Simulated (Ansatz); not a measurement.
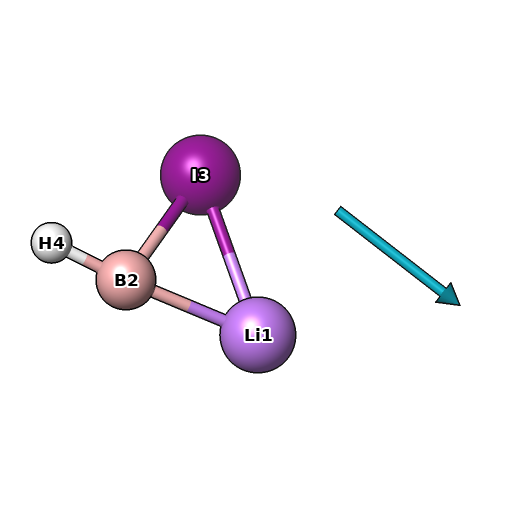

The arrow beside the molecule shows the direction of the dipole moment, from the negative to the positive end (its length means nothing). Computed geometry: PBE0-D4/def2-TZVP optimisation. No frequency run is at hand to confirm it as a minimum. Level of theory: RKS PBE0-D4/def2-TZVP, core potentials on I (Ansatz 0.2.0).

Q: How large is the dipole moment?

A: 4.24 D; it points from the side of H4 to the side of Li1 (the outermost atoms at the two ends).
